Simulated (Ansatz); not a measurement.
**AlH3 (triplet): trial inputs and their diagnosis at distance Al1–H2 = 2.572 Å**

4 inputs are run for AlH3 (triplet) as typed; the log has to tell whether the result can be used and what must change.

Method: the settings change from run to run; program: Ansatz 0.2.0, Gaussian basis.

16 further runs of the same task are left out: 12 that didn't finish, 4 set aside as unsound or not needed.

### 1 What is computed

The geometry derives from a PBE0/def2-TZVP stationary point (not a proven minimum). One bond is set to the value named and the two fragments are kept rigid.

4 atoms, charge 0, spin multiplicity 3.

Atoms are counted from 1 here; the program's logs count them from 0.

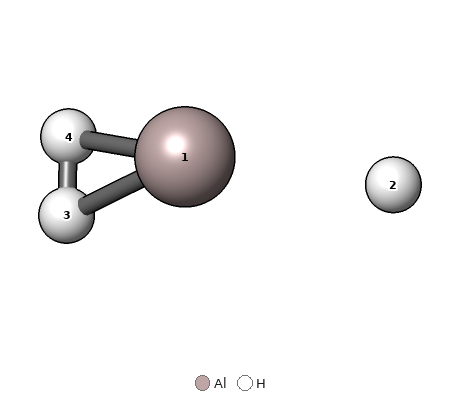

The geometry (aluminium light grey, hydrogen white); atoms are numbered from 1 in the order of the file.

### 2 Input 1

The input, in.yaml:

```yaml
crystal:
  periodic: [false, false, false]
  atoms:
    - {symbol: Al, position_ang: [0.000000, 0.104451, -0.081965]}
    - {symbol: H, position_ang: [0.000000, -2.236583, -1.147208]}
    - {symbol: H, position_ang: [0.420650, -0.279735, 1.670659]}
    - {symbol: H, position_ang: [-0.420650, -0.279735, 1.670659]}
basis:
  gaussian: {orbitals: cc-pVDZ}
magnetization: {spin_polarized: false, initial_magnetization: 2}
correlation: {active_space: {window: {electrons: 4, orbitals: 4}, states: [{multiplicity: 3, irrep: T2g, weights: [1]}]}}
scf: {lower_state_search: light}
```

On the command line:

```console
ansatz run in.yaml --threads 1 --pin off --events-out ev --progress --plain --max-ram 2393MiB
```

Standard output:

```text
Functional definition: HF
  name "HF"
  cite "Fock, Z. Phys. 61, 126 (1930) doi:10.1007/BF01340294"
  parent pbe
  exchange = exact_x
  correlation = 0
the irreps are read with x along [-0.000, 1.000, 0.000], y along [0.000, 0.000, -1.000] and z along [-1.000, -0.000, -0.000] of the geometry given
603 factors; integrals over basis functions are off by at most 2.0e-7 eV
mean field evaluation 1: about -6624.2352 eV, gradient 7.4e0 eV
mean field evaluation 2: about -6624.2373 eV, gradient 7.4e0 eV
mean field evaluation 4: about -6624.9600 eV, gradient 1.4e0 eV
mean field evaluation 8: about -6625.1487 eV, gradient 2.7e-1 eV
mean field evaluation 16: about -6622.4291 eV, gradient 6.7e0 eV
mean field evaluation 32: about -6625.0375 eV, gradient 9.4e-1 eV
mean field -6625.15165504 eV, -243.4698326337 hartree, gradient 1.5e-6 eV, S^2 2.000000; 3 other end points of the search recorded, 0 dependent functions left out
reference -6625.15165504 eV, -243.4698326337 hartree; 9, 7 occupied and 24, 26 virtual orbitals, 603 factors
Error: the irrep T2g is not accepted for these orbitals, which take A', A'', or 1 to 2
```

Wall time 0.33 s (1 thread of Arm Neoverse V1, shared host).

**Diagnosis.** The run stopped with an error. The symmetry label isn't in the molecule's group. To mend it, name an irrep that the log lists.

### 3 Input 2

The input, in.yaml:

```yaml
crystal:
  periodic: [false, false, false]
  atoms:
    - {symbol: Al, position_ang: [0.000000, 0.104451, -0.081965]}
    - {symbol: H, position_ang: [0.000000, -2.236583, -1.147208]}
    - {symbol: H, position_ang: [0.420650, -0.279735, 1.670659]}
    - {symbol: H, position_ang: [-0.420650, -0.279735, 1.670659]}
basis:
  gaussian: {orbitals: def2-SVP, fitting: {mean_field: def2-universal-jkfit}, point_charges: [{charge: -0.50, position_ang: [3.442, -0.402, -0.294]}]}
magnetization: {spin_polarized: false, initial_magnetization: 2}
correlation: {active_space: {ras: {orbitals: [2, 2, 24], electrons: 7, max_holes: 2, max_particles: 2}, fixed_orbitals: true}}
output: {forces: true}
```

The command is unchanged.

Standard output:

```text
Functional definition: HF
  name "HF"
  cite "Fock, Z. Phys. 61, 126 (1930) doi:10.1007/BF01340294"
  parent pbe
  exchange = exact_x
  correlation = 0
182 factors; integrals over basis functions are off by at most 5.5e-1 eV
mean field evaluation 1: about -6621.9811 eV, gradient 7.4e0 eV
mean field evaluation 2: about -6622.5108 eV, gradient 2.7e0 eV
mean field evaluation 4: about -6622.7380 eV, gradient 1.5e0 eV
mean field evaluation 8: about -6622.8673 eV, gradient 2.0e-1 eV
mean field evaluation 16: about -6622.7668 eV, gradient 1.1e0 eV
mean field evaluation 32: about -6622.8542 eV, gradient 7.4e-1 eV
mean field -6622.86868186 eV, -243.3859349167 hartree, gradient 1.7e-6 eV, S^2 2.000000; 6 other end points of the search recorded, 0 dependent functions left out
reference -6622.86868186 eV, -243.3859349167 hartree; 9, 7 occupied and 24, 26 virtual orbitals, 182 factors
Error: 7 electrons in 28 orbitals form no window around the highest filled level of the reference
```

It took 0.21 s on 1 thread of Arm Neoverse V1, shared host.

What is wrong: The run stopped with an error. The electron count of the restricted space is wrong. Cure: count the correlated electrons again.

### 4 Input 3

The input, in.yaml:

```yaml
crystal:
  periodic: [false, false, false]
  atoms:
    - {symbol: Al, position_ang: [0.000000, 0.104451, -0.081965]}
    - {symbol: H, position_ang: [0.000000, -2.236583, -1.147208]}
    - {symbol: H, position_ang: [0.420650, -0.279735, 1.670659]}
    - {symbol: H, position_ang: [-0.420650, -0.279735, 1.670659]}
basis:
  gaussian: {orbitals: cc-pVDZ}
magnetization: {spin_polarized: false, initial_magnetization: 2}
hamiltonian: {xc: r2scan}
correlation: {method: sc_nevpt2, electrons: outside_noble_gas, active_space: {window: {electrons: 4, orbitals: 4}}}
```

The command is unchanged.

Standard output:

```text
Error: invalid value for `correlation.active_space`: it starts from restricted Hartree–Fock orbitals; set hamiltonian.xc: hf without magnetization.spin_polarized
```

It took 0.03 s on 1 thread of Arm Neoverse V1, shared host.

Diagnosis: The run was refused. An active space is asked on a functional's orbitals. Cure: start from Hartree-Fock.

### 5 Input 4

The input, in.yaml:

```yaml
crystal:
  periodic: [false, false, false]
  atoms:
    - {symbol: Al, position_ang: [0.000000, 0.104451, -0.081965]}
    - {symbol: H, position_ang: [0.000000, -2.236583, -1.147208]}
    - {symbol: H, position_ang: [0.420650, -0.279735, 1.670659]}
    - {symbol: H, position_ang: [-0.420650, -0.279735, 1.670659]}
basis:
  gaussian: {orbitals: aug-cc-pVTZ, point_charges: [{charge: 0.50, position_ang: [4.143, -0.125, -0.262]}]}
magnetization: {spin_polarized: false, initial_magnetization: 2}
correlation: {method: fci, electrons: all}
output: {forces: true}
```

Same command.

Standard output:

```text
Functional definition: HF
  name "HF"
  cite "Fock, Z. Phys. 61, 126 (1930) doi:10.1007/BF01340294"
  parent pbe
  exchange = exact_x
  correlation = 0
1402 factors; integrals over basis functions are off by at most 1.4e-7 eV
mean field evaluation 1: about -6624.5999 eV, gradient 7.6e0 eV
mean field evaluation 2: about -6624.6015 eV, gradient 7.6e0 eV
mean field evaluation 4: about -6625.5134 eV, gradient 1.5e0 eV
mean field evaluation 8: about -6625.6784 eV, gradient 2.2e-1 eV
mean field evaluation 16: about -6625.5508 eV, gradient 1.3e0 eV
mean field evaluation 32: about -6619.3689 eV, gradient 5.0e0 eV
mean field -6625.67932951 eV, -243.4892243126 hartree, gradient 2.6e-6 eV, S^2 2.000000; 4 other end points of the search recorded, 0 dependent functions left out
reference -6625.67932951 eV, -243.4892243126 hartree; 9, 7 occupied and 110, 112 virtual orbitals, 1402 factors
Error: with the densities for the forces the run needs 16.14 GiB of the host's memory, and 2.33 GiB are given
refused for memory
```

Run time: 4.4 s. Hardware: 1 thread of Arm Neoverse V1, shared host.

**Diagnosis.** The run was refused for memory. The method is too large for the memory allowed. To mend it, freeze cores, shrink the basis or take a lower level.

### 6 Summary

```csv
input,level,ended,cause,time
1,"CASSCF(4,4)/cc-pVDZ",stopped by an error,the symmetry label isn't in the molecule's group,0.33 s
2,CISD/def2-SVP,stopped by an error,the electron count of the restricted space is wrong,0.21 s
3,"NEVPT2(4,4)/cc-pVDZ",refused,an active space is asked on a functional's orbitals,0.03 s
4,FCI/aug-cc-pVTZ,out of memory,the method is too large for the memory allowed,4.4 s
```

2 stopped by an error, 1 refused, 1 out of memory.
